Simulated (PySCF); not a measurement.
# ReCl4 (+2): ligand-field states

Wanted: ligand-field states for ReCl4 (+2).

Programs: PySCF 2.14.0, with routines of our own; each step states its level. All values are computed. Atoms count from 0.

## 1. The starting structure

5 atoms, charge 2, states of the metal's open shell are computed; geometry from: model geometry, bond lengths from ionic radii.

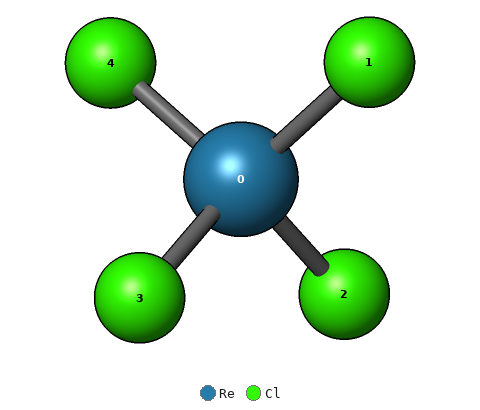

The starting geometry (rhenium blue, chlorine green); sticks join atoms by distance alone.

## 2. Ligand-field states: state-averaged CASSCF

What the job is given:

```
{"job": {"kind": "lf", "basis": {"metal": "x2c-TZVPall", "ligand": "x2c-SVPall"}, "nevpt": true}, "charge": 2, "metal": "Re", "open_shell": "d1"}
Re     0.000000     0.000000     0.000000
Cl     1.235529     1.235529     1.235530
Cl    -1.235529    -1.235529     1.235530
Cl    -1.235529     1.235529    -1.235530
Cl     1.235529    -1.235529    -1.235530
```

Level: state-averaged CASSCF of the metal d shell, SC-NEVPT2 on the averaged canonical orbitals, state-interaction spin-orbit coupling.

Run with:

```console
OMP_NUM_THREADS=1 python lf_run.py task.json out
```

This one command runs all jobs of the session in turn.

What it wrote:

```text
basis functions 153, electrons 141, active (1e, 5o)
stage 1: DIIS on the effective Fock matrix, level shift 0.30
cycle   1  E = -18532.1257431403  dE = -1.853e+04  max|g| = 1.872e+00
cycle   2  E = -18532.4227271485  dE = -2.970e-01  max|g| = 5.750e-01
cycle   3  E = -18529.1561292072  dE =  3.267e+00  max|g| = 1.140e+00
cycle   4  E = -18529.3533687558  dE = -1.972e-01  max|g| = 9.765e-01
cycle   5  E = -18530.5091287880  dE = -1.156e+00  max|g| = 4.234e-01
cycle   6  E = -18531.2786752363  dE = -7.695e-01  max|g| = 8.508e-01
cycle   7  E = -18531.9213675206  dE = -6.427e-01  max|g| = 7.607e-01
cycle   8  E = -18532.2727143603  dE = -3.513e-01  max|g| = 5.260e-01
cycle   9  E = -18532.4368690737  dE = -1.642e-01  max|g| = 4.004e-01
cycle  10  E = -18532.5067980824  dE = -6.993e-02  max|g| = 2.883e-01
cycle  11  E = -18532.5572725548  dE = -5.047e-02  max|g| = 1.174e-01
cycle  12  E = -18532.5636562357  dE = -6.384e-03  max|g| = 6.553e-02
cycle  13  E = -18532.5622034295  dE =  1.453e-03  max|g| = 9.036e-02
cycle  14  E = -18532.5642581950  dE = -2.055e-03  max|g| = 6.533e-02
cycle  15  E = -18532.5659632401  dE = -1.705e-03  max|g| = 3.577e-02
stage 2: quasi-Newton rotations from the point of smallest gradient
cycle  18  E = -18532.5666637620  dE = -7.005e-04  max|g| = 8.452e-03
cycle  19  E = -18532.5667316793  dE = -6.792e-05  max|g| = 1.977e-03
cycle  20  E = -18532.5667375691  dE = -5.890e-06  max|g| = 8.620e-04
cycle  21  E = -18532.5667381881  dE = -6.190e-07  max|g| = 2.508e-04
cycle  22  E = -18532.5667383281  dE = -1.400e-07  max|g| = 1.094e-04
cycle  23  E = -18532.5667383566  dE = -2.850e-08  max|g| = 3.551e-05
cycle  24  E = -18532.5667383584  dE = -1.768e-09  max|g| = 7.023e-06
converged average energy = -18532.5667383584

 mult deg   label        CASSCF/cm-1   NEVPT2/cm-1
   2   2   2E                  0.0           0.0
   2   3   2T2             14795.4       12502.9

spin-orbit levels / cm-1
      0.00  x4  2E 0.95 2T2 0.05
  13345.07  x2  2T2 0.95 2E 0.05
  13345.09  x2  2T2 0.95 2E 0.05
  13828.21  x2  2T2 1.00
```

Run time: 17 s. Hardware: 1 thread of Arm Neoverse V2, shared host; peak memory 0.42 GiB.

Warnings kept with the result: an active orbital is not mainly the metal shell.

An active orbital is only 54 % metal, under the run's own bar for a metal shell, so levels, ζ, ground spin and magnetism of this run may not be those of the metal's shell and are not read here.

## 3. Ligand-field states: state-averaged CASSCF (bond length × 0.92)

What the job is given:

```
{"job": {"kind": "lf", "basis": {"metal": "x2c-TZVPall", "ligand": "x2c-SVPall"}, "nevpt": true, "reuse": true}, "charge": 2, "metal": "Re", "open_shell": "d1"}
Re     0.000000     0.000000     0.000000
Cl     1.136687     1.136687     1.136687
Cl    -1.136687    -1.136687     1.136687
Cl    -1.136687     1.136687    -1.136687
Cl     1.136687    -1.136687    -1.136687
```

Level: state-averaged CASSCF of the metal d shell, SC-NEVPT2 on the averaged canonical orbitals, state-interaction spin-orbit coupling.

What it wrote:

```text
basis functions 153, electrons 141, active (1e, 5o)
start from the orbitals of the previous structure
stage 1: DIIS on the effective Fock matrix, level shift 0.30
cycle   1  E = -18526.0568899435  dE = -1.853e+04  max|g| = 5.746e+01
cycle   2  E = -18529.6733384650  dE = -3.616e+00  max|g| = 7.946e-01
cycle   3  E = -18531.0845879474  dE = -1.411e+00  max|g| = 9.622e-01
cycle   4  E = -18532.3620578743  dE = -1.277e+00  max|g| = 4.305e-01
cycle   5  E = -18532.4644089686  dE = -1.024e-01  max|g| = 1.867e-01
cycle   6  E = -18532.4860897459  dE = -2.168e-02  max|g| = 5.610e-02
cycle   7  E = -18532.4877754123  dE = -1.686e-03  max|g| = 2.363e-02
cycle   8  E = -18532.4880999611  dE = -3.245e-04  max|g| = 1.342e-02
cycle   9  E = -18532.4882041690  dE = -1.042e-04  max|g| = 5.549e-03
cycle  10  E = -18532.4882245624  dE = -2.039e-05  max|g| = 2.038e-03
cycle  11  E = -18532.4882281085  dE = -3.546e-06  max|g| = 5.705e-04
cycle  12  E = -18532.4882288595  dE = -7.510e-07  max|g| = 4.958e-04
cycle  13  E = -18532.4882290636  dE = -2.042e-07  max|g| = 2.608e-04
cycle  14  E = -18532.4882291171  dE = -5.343e-08  max|g| = 1.004e-04
cycle  15  E = -18532.4882291296  dE = -1.253e-08  max|g| = 4.824e-05
cycle  16  E = -18532.4882291326  dE = -2.950e-09  max|g| = 3.039e-05
cycle  17  E = -18532.4882291334  dE = -8.549e-10  max|g| = 1.875e-05
cycle  18  E = -18532.4882291337  dE = -2.801e-10  max|g| = 1.098e-05
cycle  19  E = -18532.4882291338  dE = -9.823e-11  max|g| = 7.179e-06
converged average energy = -18532.4882291338

 mult deg   label        CASSCF/cm-1   NEVPT2/cm-1
   2   2   2E                  0.0           0.0
   2   3   2T2             17708.6       15188.2

spin-orbit levels / cm-1
      0.00  x2  2E 0.97
      0.03  x2  2E 0.97
  15549.77  x2  2T2 1.00
  16040.89  x2  2T2 0.97
  16040.92  x2  2T2 0.97
```

Wall time 11 s (1 thread of Arm Neoverse V2, shared host); peak memory 0.43 GiB.

Warnings kept with the result: an active orbital is not mainly the metal shell.

An active orbital is only 46 % metal, under the run's own bar for a metal shell, so levels, ζ, ground spin and magnetism of this run may not be those of the metal's shell and are not read here.

## 4. Ligand-field states: state-averaged CASSCF (bond length × 0.96)

What the job is given:

```
{"job": {"kind": "lf", "basis": {"metal": "x2c-TZVPall", "ligand": "x2c-SVPall"}, "nevpt": true, "reuse": true}, "charge": 2, "metal": "Re", "open_shell": "d1"}
Re     0.000000     0.000000     0.000000
Cl     1.186108     1.186108     1.186109
Cl    -1.186108    -1.186108     1.186109
Cl    -1.186108     1.186108    -1.186109
Cl     1.186108    -1.186108    -1.186109
```

With the program's defaults for keys left out, this is: state-averaged CASSCF of the metal d shell, SC-NEVPT2 on the averaged canonical orbitals, state-interaction spin-orbit coupling.

What it wrote:

```text
basis functions 153, electrons 141, active (1e, 5o)
start from the orbitals of the previous structure
stage 1: DIIS on the effective Fock matrix, level shift 0.30
cycle   1  E = -18530.3101578890  dE = -1.853e+04  max|g| = 3.241e+01
cycle   2  E = -18532.4834574764  dE = -2.173e+00  max|g| = 3.451e-01
cycle   3  E = -18532.5429464976  dE = -5.949e-02  max|g| = 8.060e-02
cycle   4  E = -18532.5400380319  dE =  2.908e-03  max|g| = 1.321e-01
cycle   5  E = -18532.5506465820  dE = -1.061e-02  max|g| = 5.830e-02
cycle   6  E = -18532.5529102985  dE = -2.264e-03  max|g| = 9.835e-03
cycle   7  E = -18532.5529952130  dE = -8.491e-05  max|g| = 3.993e-03
cycle   8  E = -18532.5530104073  dE = -1.519e-05  max|g| = 2.160e-03
cycle   9  E = -18532.5530135632  dE = -3.156e-06  max|g| = 1.149e-03
cycle  10  E = -18532.5530145254  dE = -9.622e-07  max|g| = 5.476e-04
cycle  11  E = -18532.5530147809  dE = -2.555e-07  max|g| = 2.547e-04
cycle  12  E = -18532.5530148326  dE = -5.172e-08  max|g| = 1.140e-04
cycle  13  E = -18532.5530148434  dE = -1.074e-08  max|g| = 5.055e-05
cycle  14  E = -18532.5530148457  dE = -2.350e-09  max|g| = 2.195e-05
cycle  15  E = -18532.5530148463  dE = -5.384e-10  max|g| = 9.255e-06
converged average energy = -18532.5530148463

 mult deg   label        CASSCF/cm-1   NEVPT2/cm-1
   2   2   2E                  0.0           0.0
   2   3   2T2             16160.6       13777.0

spin-orbit levels / cm-1
      0.00  x4  2E 0.97 2T2 0.03
  14600.66  x2  2T2 0.97 2E 0.03
  14600.68  x2  2T2 0.97 2E 0.03
  14666.09  x2  2T2 1.00
```

Wall time 9.7 s (1 thread of Arm Neoverse V2, shared host); peak memory 0.43 GiB.

Warnings kept with the result: an active orbital is not mainly the metal shell.

An active orbital is only 50 % metal, under the run's own bar for a metal shell, so levels, ζ, ground spin and magnetism of this run may not be those of the metal's shell and are not read here.

## 5. Ligand-field states: state-averaged CASSCF (bond length × 1.04)

What the job is given:

```
{"job": {"kind": "lf", "basis": {"metal": "x2c-TZVPall", "ligand": "x2c-SVPall"}, "nevpt": true, "reuse": true}, "charge": 2, "metal": "Re", "open_shell": "d1"}
Re     0.000000     0.000000     0.000000
Cl     1.284951     1.284951     1.284951
Cl    -1.284951    -1.284951     1.284951
Cl    -1.284951     1.284951    -1.284951
Cl     1.284951    -1.284951    -1.284951
```

With the program's defaults for keys left out, this is: state-averaged CASSCF of the metal d shell, SC-NEVPT2 on the averaged canonical orbitals, state-interaction spin-orbit coupling.

What it wrote (excerpt; [...] marks lines left out):

```text
basis functions 153, electrons 141, active (1e, 5o)
start from the orbitals of the previous structure
stage 1: DIIS on the effective Fock matrix, level shift 0.30
cycle   1  E = -18528.1824503879  dE = -1.853e+04  max|g| = 5.032e+01
cycle   2  E = -18532.3914516264  dE = -4.209e+00  max|g| = 4.030e-01
cycle   3  E = -18532.5069559859  dE = -1.155e-01  max|g| = 1.981e-01
cycle   4  E = -18532.4845839575  dE =  2.237e-02  max|g| = 2.825e-01
cycle   5  E = -18532.5271566952  dE = -4.257e-02  max|g| = 1.629e-01
cycle   6  E = -18532.5436250364  dE = -1.647e-02  max|g| = 5.546e-02
cycle   7  E = -18532.5455058887  dE = -1.881e-03  max|g| = 2.529e-02
cycle   8  E = -18532.5458539522  dE = -3.481e-04  max|g| = 1.507e-02
cycle   9  E = -18532.5459591271  dE = -1.052e-04  max|g| = 9.488e-03
cycle  10  E = -18532.5460005054  dE = -4.138e-05  max|g| = 5.502e-03
[... 6 cycles left out ...]
cycle  17  E = -18532.5460203543  dE = -3.374e-08  max|g| = 2.388e-04
cycle  18  E = -18532.5460203701  dE = -1.581e-08  max|g| = 1.679e-04
cycle  19  E = -18532.5460203778  dE = -7.691e-09  max|g| = 1.193e-04
cycle  20  E = -18532.5460203816  dE = -3.791e-09  max|g| = 8.456e-05
cycle  21  E = -18532.5460203835  dE = -1.946e-09  max|g| = 5.927e-05
cycle  22  E = -18532.5460203845  dE = -9.604e-10  max|g| = 4.117e-05
cycle  23  E = -18532.5460203850  dE = -4.657e-10  max|g| = 2.873e-05
cycle  24  E = -18532.5460203852  dE = -2.365e-10  max|g| = 1.998e-05
cycle  25  E = -18532.5460203853  dE = -1.055e-10  max|g| = 1.392e-05
cycle  26  E = -18532.5460203854  dE = -4.002e-11  max|g| = 9.894e-06
converged average energy = -18532.5460203854

 mult deg   label        CASSCF/cm-1   NEVPT2/cm-1
   2   2   2E                  0.0           0.0
   2   3   2T2             13642.3       11382.2

spin-orbit levels / cm-1
      0.00  x4  2E 0.94 2T2 0.06
  12281.54  x4  2T2 0.94 2E 0.06
  13048.55  x2  2T2 1.00
```

It took 14 s on 1 thread of Arm Neoverse V2, shared host; peak memory 0.43 GiB.

Warnings kept with the result: strongly covalent, metal-shell active space is small for this complex.

Key values:

| quantity | value |
| --- | --- |
| spin-orbit constant ζ | 2046 cm⁻¹ |

Powder susceptibility:

| T (K) | χT (cm³ K/mol) | μ(eff) |
| --- | --- | --- |
| 2 | 0.217 | 1.32 |
| 5 | 0.217 | 1.32 |
| 10 | 0.217 | 1.32 |
| 20 | 0.217 | 1.32 |
| 30 | 0.218 | 1.32 |
| 50 | 0.218 | 1.32 |
| 75 | 0.219 | 1.32 |
| 100 | 0.219 | 1.32 |
| 150 | 0.220 | 1.33 |
| 200 | 0.221 | 1.33 |
| 250 | 0.222 | 1.33 |
| 300 | 0.223 | 1.34 |

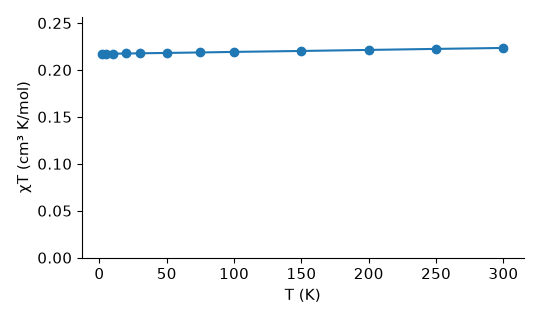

χT against temperature.

## 6. Ligand-field states: state-averaged CASSCF (bond length × 1.08)

What the job is given:

```
{"job": {"kind": "lf", "basis": {"metal": "x2c-TZVPall", "ligand": "x2c-SVPall"}, "nevpt": true, "reuse": true}, "charge": 2, "metal": "Re", "open_shell": "d1"}
Re     0.000000     0.000000     0.000000
Cl     1.334372     1.334372     1.334372
Cl    -1.334372    -1.334372     1.334372
Cl    -1.334372     1.334372    -1.334372
Cl     1.334372    -1.334372    -1.334372
```

Level: state-averaged CASSCF of the metal d shell, SC-NEVPT2 on the averaged canonical orbitals, state-interaction spin-orbit coupling.

What it wrote (excerpt; [...] marks lines left out):

```text
basis functions 153, electrons 141, active (1e, 5o)
start from the orbitals of the previous structure
stage 1: DIIS on the effective Fock matrix, level shift 0.30
cycle   1  E = -18531.8157752392  dE = -1.853e+04  max|g| = 1.949e+01
cycle   2  E = -18532.4742532687  dE = -6.585e-01  max|g| = 1.863e-01
cycle   3  E = -18532.4802849979  dE = -6.032e-03  max|g| = 1.718e-01
cycle   4  E = -18532.4984303188  dE = -1.815e-02  max|g| = 7.588e-02
cycle   5  E = -18532.5003062819  dE = -1.876e-03  max|g| = 6.411e-02
cycle   6  E = -18532.5024020281  dE = -2.096e-03  max|g| = 3.172e-02
cycle   7  E = -18532.5029802718  dE = -5.782e-04  max|g| = 1.381e-02
cycle   8  E = -18532.5030812680  dE = -1.010e-04  max|g| = 8.238e-03
cycle   9  E = -18532.5031133129  dE = -3.204e-05  max|g| = 5.213e-03
cycle  10  E = -18532.5031260508  dE = -1.274e-05  max|g| = 2.979e-03
[... 5 cycles left out ...]
cycle  16  E = -18532.5031321405  dE = -3.447e-08  max|g| = 1.636e-04
cycle  17  E = -18532.5031321574  dE = -1.685e-08  max|g| = 9.869e-05
cycle  18  E = -18532.5031321652  dE = -7.800e-09  max|g| = 5.245e-05
cycle  19  E = -18532.5031321690  dE = -3.849e-09  max|g| = 3.259e-05
cycle  20  E = -18532.5031321710  dE = -1.997e-09  max|g| = 2.414e-05
cycle  21  E = -18532.5031321720  dE = -9.641e-10  max|g| = 1.962e-05
cycle  22  E = -18532.5031321725  dE = -4.911e-10  max|g| = 1.593e-05
cycle  23  E = -18532.5031321727  dE = -2.656e-10  max|g| = 1.360e-05
cycle  24  E = -18532.5031321729  dE = -1.673e-10  max|g| = 1.011e-05
cycle  25  E = -18532.5031321730  dE = -1.201e-10  max|g| = 8.016e-06
converged average energy = -18532.5031321730

 mult deg   label        CASSCF/cm-1   NEVPT2/cm-1
   2   2   2E                  0.0           0.0
   2   3   2T2             12731.9       10476.7

spin-orbit levels / cm-1
      0.00  x4  2E 0.93 2T2 0.07
  11453.84  x2  2T2 0.93 2E 0.07
  11453.85  x2  2T2 0.93 2E 0.07
  12383.09  x2  2T2 1.00
```

It took 14 s on 1 thread of Arm Neoverse V2, shared host; peak memory 0.43 GiB.

Warnings kept with the result: strongly covalent, metal-shell active space is small for this complex.

Key values:

| quantity | value |
| --- | --- |
| spin-orbit constant ζ | 2103 cm⁻¹ |

Powder susceptibility:

| T (K) | χT (cm³ K/mol) | μ(eff) |
| --- | --- | --- |
| 2 | 0.198 | 1.26 |
| 20 | 0.199 | 1.26 |
| 100 | 0.201 | 1.27 |
| 300 | 0.206 | 1.28 |

## 7. The runs side by side

From the NEVPT2 states (cm⁻¹; the spread is that of the fitted one-electron ligand-field levels):

| step | setting | ground state | next state | orbital spread | ζ | μ(eff), 300 K |
| --- | --- | --- | --- | --- | --- | --- |
| 5 | bond length × 1.04 | 2E | 2T2 at 11382 | 11382 | 2046 | 1.34 |
| 6 | bond length × 1.08 | 2E | 2T2 at 10477 | 10477 | 2103 | 1.28 |

## 8. Summary of results

| quantity | value |
| --- | --- |
| spin-orbit constant ζ (step 5, state-averaged CASSCF (bond length × 1.04)) | 2046 cm⁻¹ |
| ground multiplicity, μ(eff) at 300 K (step 5, 4 donors at 2.23 Å) | 2, 1.34 μB |
| ground multiplicity, μ(eff) at 300 K (step 6, 4 donors at 2.31 Å) | 2, 1.28 μB |

**Reading.** Steps 2, 3, 4 are set aside: its active space failed the test for the metal's shell. In step 5 ζ is 47 % of the free ion's 4354 cm⁻¹: an effective value, diluted by mixing with the ligands. In step 5, χT goes from 0.22 at 2 K to 0.22 cm³ K/mol at 300 K: nearly flat, so one level governs the whole range. The spread of the ligand-field levels runs from 10477 cm⁻¹ (bond length × 1.08) to 11382 cm⁻¹ (bond length × 1.04); μ(eff) at 300 K: 1.28 to 1.34 μB. The bonding is strongly covalent, and an active space of the metal's shell alone is small for it, so these values are rough.
